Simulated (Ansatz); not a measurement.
## Run report: HBr, single-point calculation

System: HBr.
Method: RKS B3LYP-D4/def2-TZVPPD (Ansatz 0.2.0).

The geometry comes from this level: PBE0-D4/def2-TZVP.

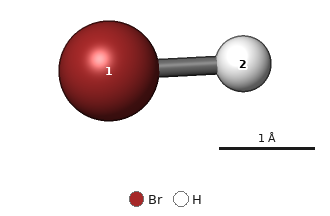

*The structure (ball-and-stick view, seen at a tilt; atoms are numbered from 1 in the order of the input).*

Key numbers

- outcome: converged
- total energy: −70063.6311 eV
- mean-field energy: −70063.6199 eV
- dispersion energy: −0.0111 eV
- SCF solution under orbital rotations: stable
- hardware: 4 threads of Intel Xeon @ 2.90GHz, 31 GiB of memory available, shared host
- peak memory: 0.45 GiB

Input file
```yaml
crystal:
  periodic: [false, false, false]
  atoms:
    - {symbol: Br, position_ang: [0.530970, -0.113028, -3.358322]}
    - {symbol: H, position_ang: [-0.242999, -0.267158, -2.177153]}
basis:
  gaussian: {orbitals: "def2-TZVPPD.json"}
hamiltonian: {xc: {name: B3LYP}, dispersion: d4}
```

Launch command:
```bash
ansatz run in.yaml --threads 4 --pin off --events-out ev --progress --plain --max-ram 9574MiB
```

What the program printed
```
Functional definition: B3LYP
  name "B3LYP"
  cite "Stephens, Devlin, Chabalowski & Frisch, J. Phys. Chem. 98, 11623 (1994) doi:10.1021/j100096a001"
  cite "Becke, Phys. Rev. A 38, 3098 (1988) doi:10.1103/PhysRevA.38.3098"
  cite "Lee, Yang & Parr, Phys. Rev. B 37, 785 (1988) doi:10.1103/PhysRevB.37.785"
  cite "Vosko, Wilk & Nusair, Can. J. Phys. 58, 1200 (1980) doi:10.1139/p80-159"
  parameter a0 = 0.2
  parameter ax = 0.72
  parameter ac = 0.81
  exchange = (1 - a0 - ax)*slater_x + ax*b88_x + a0*exact_x
  correlation = (1 - ac)*vwn_rpa_c + ac*lyp_c
515 factors; their error is unknown
mean field evaluation 1: about -70063.2393 eV, gradient 7.6e0 eV
mean field evaluation 2: about -70063.3107 eV, gradient 4.3e0 eV
mean field evaluation 4: about -70063.3634 eV, gradient 1.0e-1 eV
mean field evaluation 8: about -70063.6197 eV, gradient 3.4e-1 eV
mean field -70063.61974196 eV, -2574.7905346900 hartree, gradient 6.3e-6 eV, S^2 0.000000; 0 other end points of the search recorded, 0 dependent functions left out
reference -70063.61993056 eV, -2574.7905416208 hartree; 18, 18 occupied and 56, 56 virtual orbitals, 515 factors
Total energy: -70063.63106398 eV, -2574.7909507663 hartree
```
